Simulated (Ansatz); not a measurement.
Bands of a (14,0) carbon nanotube, along its axis.

Calculation: PBE (plane waves to 420 eV, PAW; Ansatz, a quantum-chemistry and plane-wave program). Mesh 1×1×18. No spin polarisation. It repeats along c; a and b span vacuum. An idealised model, rolled from the flat sheet. Only distortions within the start's symmetry and period were free.

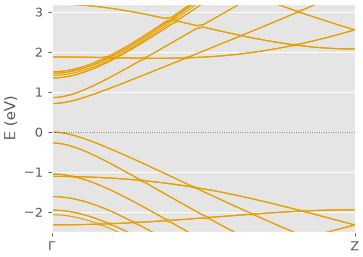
Figure: Bands from the zone centre to the zone edge (period 4.27 Å); the dotted line marks the highest filled level

Q: Is it a metal or a semiconductor at this level? Give what the bands show.

A: A semiconductor in PBE.
```
Item                    Value
-------  --------------------
PBE gap  0.71 eV, direct at Γ
```
